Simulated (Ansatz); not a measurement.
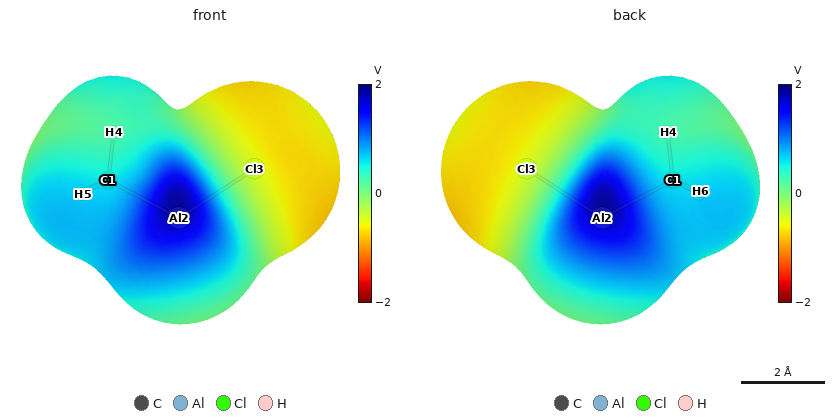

CH$_{3}$AlCl (SMILES [CH3][Al][Cl]) (doublet). The molecular electrostatic potential painted on the density surface at 0.001 e/bohr³, seen from the front and from behind; the colour scale runs from red (negative) to blue (positive).

Not at a stationary point (largest force 2.0 eV/Å).

Method: SCF cam_b3lyp, Gaussian basis in Ansatz 0.2.0.

```yaml
atoms:
  - { symbol: C, position_ang: [-0.4355, 0.4272, -0.2842] }
  - { symbol: Al, position_ang: [0.1216, -1.3437, 0.2578] }
  - { symbol: Cl, position_ang: [2.0702, -1.5925, 1.1990] }
  - { symbol: H, position_ang: [0.3731, 1.2277, -0.0488] }
  - { symbol: H, position_ang: [-1.4198, 0.7195, 0.2213] }
  - { symbol: H, position_ang: [-0.6674, 0.4977, -1.3914] }
```

**Which sites attract a positive test charge, and which a negative one?**

A positive charge is drawn to the negative regions and a negative charge to the positive ones. The most negative region (about −0.8 V) lies over Cl3, the most positive (about +1.9 V) over Al2.
